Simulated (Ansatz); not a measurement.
The calculation's input:

```
crystal:
  periodic: [false, false, false]
  atoms:
    - { symbol: Si, position_ang: [0.0, 0.0, 0.0] }
    - { symbol: F, position_ang: [0.0, 0.0, 1.94] }
    - { symbol: H, position_ang: [1.3768, 0.0, -0.4862] }
    - { symbol: H, position_ang: [-0.6877, 1.1914, -0.4862] }
    - { symbol: H, position_ang: [-0.6877, -1.1914, -0.4862] }
    - { symbol: P, position_ang: [-2.3535, 0.0, 0.782] }
    - { symbol: H, position_ang: [-3.1199, -0.8853, -0.0213] }
    - { symbol: H, position_ang: [-2.4033, -0.4268, 2.1354] }
    - { symbol: H, position_ang: [-1.1633, 0.0, 1.8666] }
basis:
  gaussian: { orbitals: def2-SVP }
hamiltonian:
  xc: b3lyp
  dispersion: d4
relax:
  f_tol: 0.15
  max_steps: 25
  restrain:
    - { distance: [0, 5], at: 3.38, k: 30.0 }
    - { distance: [8, 1], at: 2.12, k: 30.0 }
    - { distance: [0, 1], at: 1.59, k: 30.0 }
    - { distance: [8, 5], at: 1.42, k: 30.0 }
output:
  orbitals: {}
```

Command:

```sh
ansatz run input.yaml --threads 2 --pin off --max-ram 3072MiB --backend cpu --events-out ev --progress --plain --runs-dir out
```

The fields are those of the run's last geometry, not of the input's.

Not at a stationary point (largest force 0.9 eV/Å).

Level of theory: Ansatz 0.2.0, RKS B3LYP-D4/def2-SVP.

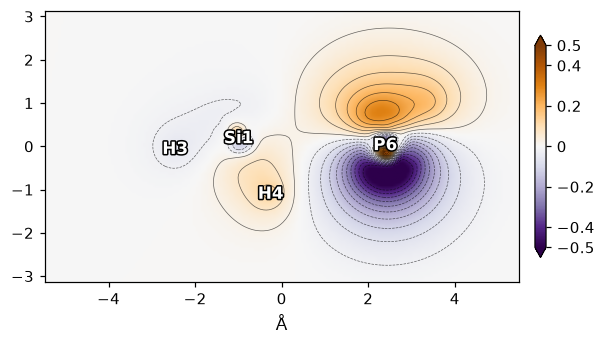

FH₃Si···PH₃. The HOMO on the plane of atoms H3, Si1 and H4 (values in Å⁻³ᐟ²; the overall sign is arbitrary).

**Describe this orbital and give its energy.**

By Hirshfeld shares it lies mainly on P6 (about 80 %) and H8 (about 5 %); largely a lone pair of P6. Its energy is −7.43 eV.
